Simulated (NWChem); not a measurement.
# doublet GaNH2ClF+: levels of theory compared

Aim: a comparison of 5 runs (UHF/STO-3G, UHF/3-21G, UB3LYP/6-31G*, UPBE0/6-31G*) of doublet GaNH2ClF+. 

The results are computed with NWChem 7.3.0.

62 further runs of the same task are left out: 3 that didn't finish, 59 set aside as unsound or not needed.

## 1. The system as given

GaNH2ClF+ has 6 atoms, charge +1, and is taken as a doublet. SMILES of the parent species: `[NH2][Ga]([F])[Cl]`. The shape is that of a PBE0-D4/def2-TZVP optimisation. That shape belongs to the parent species and isn't relaxed for this state.

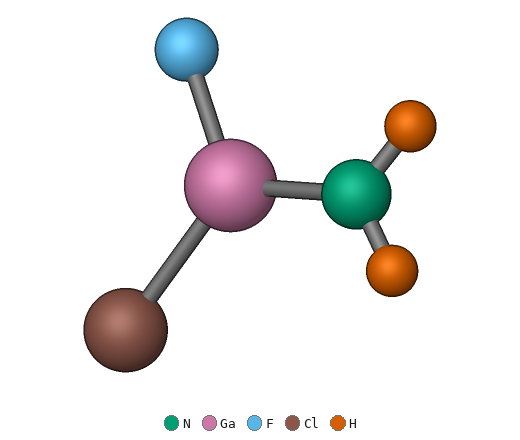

The structure, seen from a chosen angle (nitrogen teal, gallium pink, fluorine blue, chlorine brown, hydrogen orange).

## 2. A single-point energy at UHF/STO-3G (run 1)

job.xyz reads:

```xyz
6

N     -0.193400     1.027000    -0.045900
Ga     0.233000    -0.711000     0.012900
F      1.569300    -1.221300     1.009300
Cl    -0.740100    -2.208600    -1.123700
H      0.201900     1.691500     0.596800
H     -1.028600     1.358600    -0.495600
```

run.py reads:

```python
from ase.io import read
from ase.calculators.nwchem import NWChem

atoms = read('job.xyz')

calc = NWChem(
    label='job',
    theory='scf',
    memory='2200 mb',
    basis='STO-3G',
    basispar='spherical bse',
    charge=1,
    scf={'nopen': '1', 'uhf': None, 'thresh': '1e-08', 'maxiter': '80'},
    task='energy',
)
atoms.calc = calc

e = atoms.get_potential_energy()
print(f"E = {e:.6f} eV")
```

The run is started by

```console
$ export ASE_NWCHEM_COMMAND="nwchem PREFIX.nwi > PREFIX.nwo"
$ python run.py
```

Output:

```text
E = -68253.481867 eV
```

The calculator wrote job.nwi:

```
title "job"

permanent_dir job

scratch_dir job

start job

geometry units angstrom nocenter noautosym noautoz
  N  -1.9339999999999999e-01 1.0269999999999999e+00 -4.5900000000000003e-02
  Ga 2.3300000000000001e-01 -7.1099999999999997e-01 1.2900000000000000e-02
  F  1.5692999999999999e+00 -1.2213000000000001e+00 1.0093000000000001e+00
  Cl -7.4009999999999998e-01 -2.2086000000000001e+00 -1.1236999999999999e+00
  H  2.0190000000000000e-01 1.6915000000000000e+00 5.9680000000000000e-01
  H  -1.0286000000000000e+00 1.3586000000000000e+00 -4.9559999999999998e-01
end

charge 1

memory 2200 mb

basis spherical bse noprint
   * library STO-3G
end

scf
  nopen 1
  uhf
  thresh 1e-08
  maxiter 80
end

task scf energy
```

job.nwo:

```text
Northwest Computational Chemistry Package (NWChem) 7.3.0
             --------------------------------------------------------

           Job information
           ---------------

    nwchem branch   = 7.3.0
    use scalapack   = T
    input           = job.nwi
    prefix          = job.
    data base       = job/job.db
    status          = startup
    nproc           =        1

           Memory information
           ------------------

    heap     =     72089596 doubles =      550.0 Mbytes
    stack    =     72089601 doubles =      550.0 Mbytes
    global   =    144179200 doubles =     1100.0 Mbytes (distinct from heap & stack)
    total    =    288358397 doubles =     2200.0 Mbytes
    verify   = yes
    hardfail = no

[... 40 lines left out ...]
            Nuclear Dipole moment (a.u.)
[... 85 lines left out ...]
 1-e energy   =   -4180.239191
[... 7 lines left out ...]
         Quadratically convergent UHF
[... 16 lines left out ...]
       Final UHF  results
[... 3 lines left out ...]
      One electron energy =  -4218.057158609601
[... 1 line left out ...]
 Nuclear repulsion energy =    362.460718905616
[... 51 lines left out ...]
          Final beta eigenvalues
[... 216 lines left out ...]
                     UHF Final Beta Molecular Orbital Analysis
[... 219 lines left out ...]
    Atom       Charge   Shell Charges
 -----------   ------   -------------------------------------------------------
    1 N    7     1.15   0.00  0.09  1.05
    2 Ga  31    -0.03  -0.00 -0.00 -0.00 -0.00 -0.00 -0.01 -0.05  0.03
    3 F    9     0.02   0.00  0.00  0.02
    4 Cl  17     0.01   0.00  0.00  0.00  0.00  0.01
    5 H    1    -0.07  -0.07
    6 H    1    -0.07  -0.07

       Multipole analysis of the density wrt the origin
       ------------------------------------------------

     L   x y z        total         alpha         beta         nuclear
     -   - - -        -----         -----         ----         -------
     0   0 0 0      1.000000    -33.000000    -32.000000     66.000000

     1   1 0 0     -0.261761     -6.238904     -6.465758     12.442901
[... 8 lines of this table left out ...]
     2   0 0 2    -25.553474    -68.949773    -68.220184    111.616483

 Task  times  cpu:       10.6s     wall:       10.6s
 Total times  cpu:       10.7s     wall:       10.7s
```

Run time: 12 s. Hardware: 1 thread of Intel Xeon Platinum 8259CL at 2.50GHz (Skylake/Cascade Lake), shared host; peak memory 0.098 GiB.

## 3. The energy at UHF/3-21G (run 2)

struct.xyz reads:

```xyz
6
ClFGaH2N hf
N     -0.193400     1.027000    -0.045900
Ga     0.233000    -0.711000     0.012900
F      1.569300    -1.221300     1.009300
Cl    -0.740100    -2.208600    -1.123700
H      0.201900     1.691500     0.596800
H     -1.028600     1.358600    -0.495600
```

struct.nw reads:

```
start struct
title "ClFGaH2N hf"
memory total 2200 mb
charge 1

geometry units angstrom noautosym nocenter noautoz
  load format xyz struct.xyz
end

basis spherical bse
  * library 3-21G
end

scf
  nopen 1
  uhf
  thresh 1e-08
  maxiter 80
  print low
end

task scf energy
```

The run is started by

```console
$ nwchem struct.nw > struct.out
```

Output:

```text
[...]
  functions       =    57
[...]
  wavefunction    = UHF
[...]
         Total SCF energy =  -2525.181747541341
      One electron energy =  -4227.522894284009
      Two electron energy =   1339.880427837051
 Nuclear repulsion energy =    362.460718905617
                       Sz =      0.5000
                 Sz(Sz+1) =      0.7500
                      S^2 =      0.7575
[...]
```

Wall time 9.3 s (1 thread of Intel Xeon Platinum 8259CL at 2.50GHz (Skylake/Cascade Lake), shared host); peak memory 0.098 GiB.

Runs 3 to 4 aren't shown in full; the table further down has their settings and results.

## 4. A single-point energy at UB3LYP/6-31G(d) (Cartesian functions) (run 5)

clfgah2n.xyz reads:

```xyz
6

N     -0.193400     1.027000    -0.045900
Ga     0.233000    -0.711000     0.012900
F      1.569300    -1.221300     1.009300
Cl    -0.740100    -2.208600    -1.123700
H      0.201900     1.691500     0.596800
H     -1.028600     1.358600    -0.495600
```

run.py reads:

```python
from ase.io import read
from ase.calculators.nwchem import NWChem

system = read('clfgah2n.xyz')

calc = NWChem(
    label='clfgah2n',
    theory='dft',
    memory='2200 mb',
    basis='6-31G*',
    charge=1,
    dft={'xc': 'b3lyp', 'mult': '2', 'grid': 'xfine', 'convergence': 'energy 1e-08', 'iterations': '100', 'mulliken': None},
    task='energy',
)
system.calc = calc

e = system.get_potential_energy()
print(f"E = {e:.6f} eV")
```

The run is started by

```console
$ export ASE_NWCHEM_COMMAND="nwchem PREFIX.nwi > PREFIX.nwo"
$ python run.py
```

Output:

```text
E = -69126.460028 eV
```

The calculator wrote clfgah2n.nwi:

```
title "clfgah2n"

permanent_dir clfgah2n

scratch_dir clfgah2n

start clfgah2n

geometry units angstrom nocenter noautosym noautoz
  N  -1.9339999999999999e-01 1.0269999999999999e+00 -4.5900000000000003e-02
  Ga 2.3300000000000001e-01 -7.1099999999999997e-01 1.2900000000000000e-02
  F  1.5692999999999999e+00 -1.2213000000000001e+00 1.0093000000000001e+00
  Cl -7.4009999999999998e-01 -2.2086000000000001e+00 -1.1236999999999999e+00
  H  2.0190000000000000e-01 1.6915000000000000e+00 5.9680000000000000e-01
  H  -1.0286000000000000e+00 1.3586000000000000e+00 -4.9559999999999998e-01
end

charge 1

memory 2200 mb

basis noprint
   * library 6-31G*
end

dft
  xc b3lyp
  mult 2
  grid xfine
  convergence energy 1e-08
  iterations 100
  mulliken
end

task dft energy
```

clfgah2n.nwo:

```text
Northwest Computational Chemistry Package (NWChem) 7.3.0
             --------------------------------------------------------

           Job information
           ---------------

    nwchem branch   = 7.3.0
    use scalapack   = T
    input           = clfgah2n.nwi
    prefix          = clfgah2n.
    data base       = clfgah2n/clfgah2n.db
    status          = startup
    nproc           =        1

           Memory information
           ------------------

    heap     =     72089596 doubles =      550.0 Mbytes
    stack    =     72089601 doubles =      550.0 Mbytes
    global   =    144179200 doubles =     1100.0 Mbytes (distinct from heap & stack)
    total    =    288358397 doubles =     2200.0 Mbytes
    verify   = yes
    hardfail = no

[... 105 lines left out ...]
  convergence criterion.
[... 17 lines left out ...]
          Convergence on gradient requested:  5.00D-04
[... 28 lines left out ...]
          Convergence aids based upon iterative change in
[... 30 lines left out ...]
 1-e energy   =   -4191.118492
[... 68 lines left out ...]
         Total DFT energy =    -2540.350571128517
[... 2 lines left out ...]
    Exchange-Corr. energy =     -121.225932992666
[... 626 lines left out ...]
                     DFT Final Beta Molecular Orbital Analysis
[... 715 lines left out ...]
 center of mass
 --------------
 x =   0.22381058 y =  -1.79551060 z =  -0.26896091

 moments of inertia (a.u.)
 ------------------
         675.665738122242         -75.404270464096        -223.125754852307
         -75.404270464096         466.767418091732        -155.800224022099
        -223.125754852307        -155.800224022099         704.319700261664

     Multipole analysis of the density
     ---------------------------------

     L   x y z        total         alpha         beta         nuclear
     -   - - -        -----         -----         ----         -------
     0   0 0 0      1.000000    -33.000000    -32.000000     66.000000

     1   1 0 0     -0.862745     -6.408406     -6.897240     12.442901
[... 8 lines of this table left out ...]
     2   0 0 2    -25.765529    -69.659040    -67.722972    111.616483

 Task  times  cpu:       98.1s     wall:       98.1s
 Total times  cpu:       98.1s     wall:       98.1s
```

It took 100 s on 1 thread of Intel Xeon Platinum 8259CL at 2.50GHz (Skylake/Cascade Lake), shared host; peak memory 0.13 GiB.

## 5. All runs side by side

| run | level | iteration cap | module | energy (Eh) | HOMO energy (eV) | LUMO energy (eV) | ⟨S²⟩ | wall time |
| --- | --- | --- | --- | --- | --- | --- | --- | --- |
| 1 | UHF/STO-3G | 80 | scf | -2508.269215 | -15.34 | -4.80 | 0.767 | 12 s |
| 2 | UHF/3-21G | 80 | scf | -2525.181748 | – | – | 0.757 | 9.3 s |
| 3 | UB3LYP/6-31G* (spherical functions) | 100 | dft | -2540.338168 | – | – | 0.758 | 89 s |
| 4 | UPBE0/6-31G* (spherical functions) | 100 | dft | -2539.716496 | -14.62 | -12.73 | 0.758 | 85 s |
| 5 | UB3LYP/6-31G* (Cartesian functions) | 100 | dft | -2540.350571 | -14.48 | -12.99 | 0.758 | 100 s |

## 6. Outcome

```
                                 quantity           value
                      run 5: total energy  -2540.35057 Eh
run 5: HOMO energy (highest over α and β)       -14.48 eV
 run 5: LUMO energy (lowest over α and β)       -12.99 eV
                              run 5: ⟨S²⟩           0.758
```

In words: Totals of different functionals can't be ranked against each other. In run 1 the basis is minimal, so the values are rough. All runs together took 4.9 min, the longest 100 s.
